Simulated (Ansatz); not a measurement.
# SiH4S (Si(SH)H3) at 6 levels

We compute a comparison of 6 runs (HF/STO-3G, PBE0/STO-3G, SVWN5/STO-3G, UPBE/STO-3G, revPBE/STO-3G, FCI/STO-3G) of SiH4S (Si(SH)H3). 

The calculation is run with Ansatz 0.2.0.

54 further runs of the same task are left out: 54 set aside as unsound or not needed.

### Step 1. The structure to begin with

SiH4S has 6 atoms, charge 0, and is taken as a singlet. As SMILES, `[H][Si]([H])([H])S`. The H6–Si1 distance was set to 2.915 Å, away from the relaxed value. At this shape a bond of the SMILES string is far longer than usual.

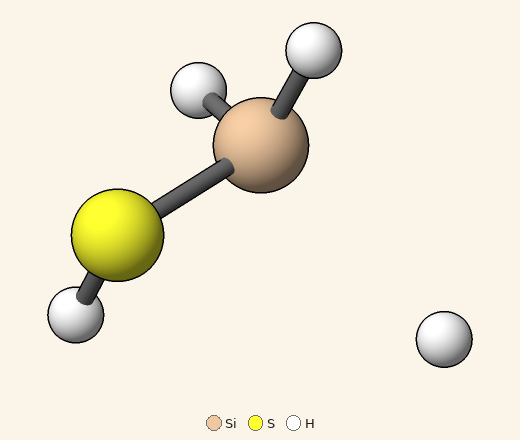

The structure, seen from a chosen angle (silicon light orange, sulfur yellow, hydrogen white).

### Step 2. The energy at HF/STO-3G (run 1)

job.yaml

```yaml
crystal:
  periodic: [false, false, false]
  atoms:
    - {symbol: Si, position_ang: [0.903330, 1.196037, -0.137134]}
    - {symbol: S, position_ang: [0.955840, 1.230397, 2.008916]}
    - {symbol: H, position_ang: [-0.354690, 1.270487, 2.202686]}
    - {symbol: H, position_ang: [2.308130, 1.189887, -0.502504]}
    - {symbol: H, position_ang: [0.198890, 2.391177, -0.582714]}
    - {symbol: H, position_ang: [-0.500900, -1.225100, -0.952020]}
basis:
  gaussian:
    orbitals: STO-3G
hamiltonian:
  xc: hf
accuracy: high
```

Run with:

```sh
$ ansatz run job.yaml --threads 1 --pin off --max-ram 2610MiB --events-out events.jsonl --progress --plain --runs-dir runs
```

What it wrote:

```text
Warning: RAYON_NUM_THREADS=1 ignored (pool sized by the plan → 1); use --threads N
Functional definition: HF
  name "HF"
  exchange = exact_x
  correlation = 0
387 factors; integrals over basis functions are off by at most 8.5e-9 eV
mean field evaluation 1: about -18521.9681 eV, gradient 2.0e1 eV
mean field evaluation 2: about -18521.9796 eV, gradient 2.0e1 eV
mean field evaluation 4: about -18526.2232 eV, gradient 1.5e0 eV
mean field evaluation 8: about -18526.2401 eV, gradient 4.1e-2 eV
mean field -18526.24008569 eV, -680.8267656126 hartree, gradient 8.0e-8 eV, S^2 0.000000; 0 other end points of the search recorded, 0 dependent functions left out
reference -18526.24008569 eV, -680.8267656126 hartree; 17, 17 occupied and 5, 5 virtual orbitals, 387 factors
Total energy: -18526.24008569 eV, -680.8267656126 hartree
```

Run time: 0.14 s. Hardware: 1 thread of Arm Neoverse V1, shared host.

### Step 3. The energy at PBE0/STO-3G (run 2)

run.yaml

```yaml
basis:
  gaussian:
    orbitals: STO-3G
crystal:
  periodic: [false, false, false]
  atoms:
    - {symbol: Si, position_ang: [0.903330, 1.196037, -0.137134]}
    - {symbol: S, position_ang: [0.955840, 1.230397, 2.008916]}
    - {symbol: H, position_ang: [-0.354690, 1.270487, 2.202686]}
    - {symbol: H, position_ang: [2.308130, 1.189887, -0.502504]}
    - {symbol: H, position_ang: [0.198890, 2.391177, -0.582714]}
    - {symbol: H, position_ang: [-0.500900, -1.225100, -0.952020]}
hamiltonian:
  xc: pbe0
accuracy: high
```

Run with:

```sh
$ ansatz run run.yaml --threads 1 --pin off --max-ram 2610MiB --events-out events.jsonl --progress --plain --runs-dir runs
```

What it wrote:

```text
Warning: RAYON_NUM_THREADS=1 ignored (pool sized by the plan → 1); use --threads N
Functional definition: PBE0
  name "PBE0"
  parameter a = 0.25
  parameter kappa = 0.804
  parameter beta = 0.06672455060314922
  exchange = (1 - a)*pbe_x(kappa = kappa, mu = beta*pi^2/3) + a*exact_x
  correlation = pbe_c(beta = beta)
387 factors; integrals over basis functions are off by at most 8.5e-9 eV
mean field evaluation 1: about -18548.1651 eV, gradient 2.3e1 eV
mean field evaluation 2: about -18541.2836 eV, gradient 2.7e1 eV
mean field evaluation 4: about -18553.5638 eV, gradient 8.6e0 eV
mean field evaluation 8: about -18553.6206 eV, gradient 8.1e0 eV
mean field -18554.00277279 eV, -681.8470255454 hartree, gradient 2.9e-8 eV, S^2 0.000000; 0 other end points of the search recorded, 0 dependent functions left out
reference -18554.00277433 eV, -681.8470256018 hartree; 17, 17 occupied and 5, 5 virtual orbitals, 387 factors
Total energy: -18554.00277433 eV, -681.8470256018 hartree
```

Run time: 1.4 s. Hardware: 1 thread of Arm Neoverse V1, shared host; peak memory 0.099 GiB.

Runs 3 to 5 aren't shown in full; the table further down has their settings and results.

### Step 4. The energy at FCI/STO-3G (run 6)

job.yaml, as its differences from that of step 2:

```diff
@@ -10,6 +10,5 @@
 basis:
-  gaussian:
-    orbitals: STO-3G
-hamiltonian:
-  xc: hf
+  gaussian: {orbitals: STO-3G}
+total_charge: 0
+correlation: {method: fci, frozen_orbitals: {H: 0, S: 5, Si: 5}}
 accuracy: high
```

Run with:

```sh
$ ansatz run job.yaml --threads 1 --pin off --max-ram 2610MiB --events-out events.jsonl --progress --plain --runs-dir runs
```

What it wrote (excerpt; [...] marks lines left out):

```text
Warning: RAYON_NUM_THREADS=1 ignored (pool sized by the plan → 1); use --threads N
[... 2 set-up lines as earlier in the session ...]
[...]
387 factors; integrals over basis functions are off by at most 8.5e-9 eV
[...]
mean field -18526.24008569 eV, -680.8267656126 hartree, gradient 8.0e-8 eV, S^2 0.000000; 0 other end points of the search recorded, 0 dependent functions left out; unrestricted orbitals would lower it
[...]
unrestricted determinant -18529.63987144 eV, -680.9517054345 hartree, S^2 0.9585
10 core orbitals not correlated: weight in the atoms' cores, before any rotation towards them, 1.000 or more for the frozen orbitals, at most 0.000 for the correlated occupied ones
reference -18526.24008569 eV, -680.8267656126 hartree; 7, 7 occupied and 5, 5 virtual orbitals, 387 factors
state -18531.98137143 eV, -681.0377539720 hartree
Total energy: -18531.98137143 eV, -681.0377539720 hartree
```

Wall time 3.3 s (1 thread of Arm Neoverse V1, shared host); peak memory 0.11 GiB.

### Step 5. All runs side by side

```tsv
run	level	frozen core orbitals	energy (Eh)	wall time
1	HF/STO-3G	–	-680.826766	0.14 s
2	PBE0/STO-3G	–	-681.847026	1.4 s
3	SVWN5/STO-3G	–	-679.477530	0.93 s
4	UPBE/STO-3G	–	-681.778981	5.4 s
5	revPBE/STO-3G	–	-681.991347	1.4 s
6	FCI/STO-3G	10	-681.037754	3.3 s
```

### Step 6. Outcome

```
                                           quantity          value
                                run 6: total energy  -681.03775 Eh
run 6: correlation energy (10 core orbitals frozen)     -211.0 mEh
```

Against full CI in this basis: HF +211.0 mEh. Totals of different functionals can't be ranked against each other. In runs 1, 2, 3, 4, 5, 6 the basis is minimal, so the values are rough. In runs 1, 2, 3, 5 a closed-shell determinant meets a far-stretched bond, which it describes badly. Spin contamination of the reference: run 4 ⟨S²⟩ = 0.75. Where it is this large, the reference is a mixture of spin states, and values that rest on it are in doubt. All runs together took 13 s, the longest 5.4 s.
